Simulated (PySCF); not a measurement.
System: C7H4O2 (SMILES CC#Cc1cc(=O)c1=O).

Input file:

```
{"job": {"kind": "uv", "xc": "PBE0", "basis": "def2-SVPD", "nstates": 6, "ntriplets": 2}, "charge": 0, "multiplicity": 1}
C      3.078947    -0.187787    -0.635694
C      1.651618    -0.100017    -0.503087
C      0.447366    -0.033936    -0.417787
C     -0.921030     0.051303    -0.227428
C     -2.028681    -0.018311    -1.028181
C     -2.978682     0.177744     0.082105
O     -4.167076     0.243857     0.206188
C     -1.749553     0.259332     1.017618
O     -1.519084     0.409436     2.177142
H      3.430663     0.566446    -1.339574
H      3.352290    -1.172210    -1.016026
H      3.557161    -0.030460     0.330493
H     -2.158327    -0.164911    -2.084469
```

Launched as:

```sh
OMP_NUM_THREADS=1 python probes_run.py task.json out
```

Geometry: GFN2-xTB.

All numbers below come from PBE0/def2-SVPD, SCF density, gas phase (PySCF 2.14.0).

Question: Predict the electron density and electron localisation function between the atoms.

Answer: C–O (1.19 Å): the density is about 3.4 e/Å³ at the midpoint; the ELF peaks at about 0.85 between the atoms; a short, multiple covalent bond.
C–C (1.21 Å): the density is about 2.7 e/Å³ at the midpoint; the ELF peaks at about 0.85 between the atoms; a short, multiple covalent bond.
C–H (1.07 Å): ρ is about 2.1 e/Å³ halfway; the ELF climbs to about 1 towards the hydrogen, as it does in any bond to H; an ordinary covalent bond to hydrogen.
C–C (1.37 Å): the density is about 2.2 e/Å³ at the midpoint; the ELF peaks at about 0.95 between the atoms; a covalent bond.

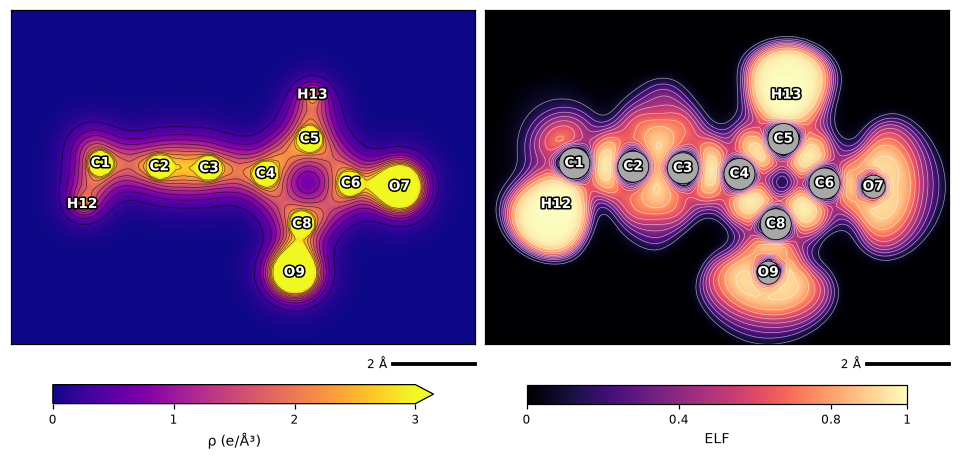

Computed electron density and electron localisation function on the plane of atoms C5, C6 and C8, in this order. Grey discs cover the atomic cores in the ELF map. 
